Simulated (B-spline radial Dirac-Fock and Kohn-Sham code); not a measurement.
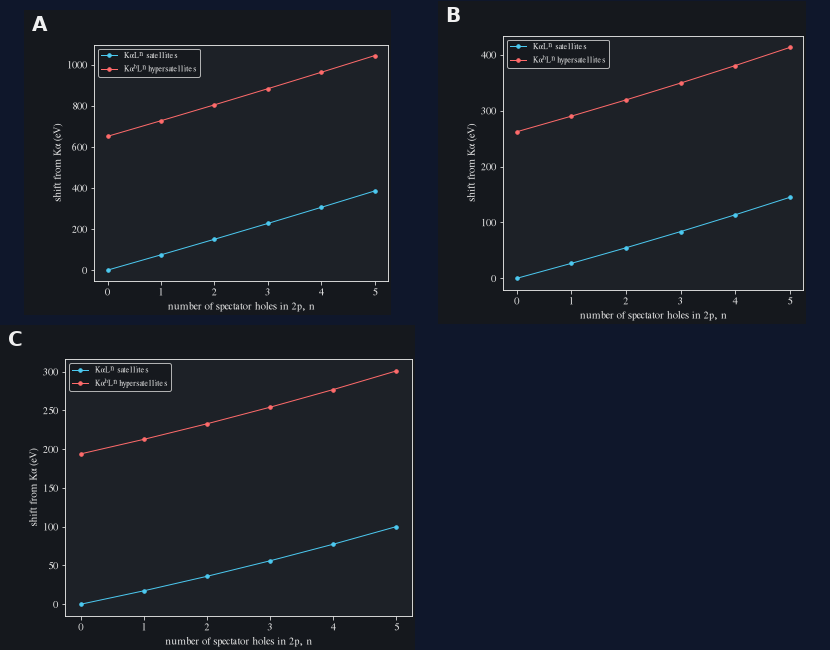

The panels show the same kind of result for K, Mn and Xe, in another order; all are free and in their ground configurations. Shifts of Kα satellites and hypersatellites with the number of spectator holes in 2p, counted from the Kα line without spectators. (Panels may differ in axes and broadening.) The calculation used Dirac–Fock ΔSCF (average of configuration, Fermi nucleus, Breit and QED terms, no correlation) (a radial B-spline solver).

### Assign each panel.

A is Xe (hypersatellite shift 651 eV); B is Mn (hypersatellite shift 262 eV); C is K (hypersatellite shift 194 eV).
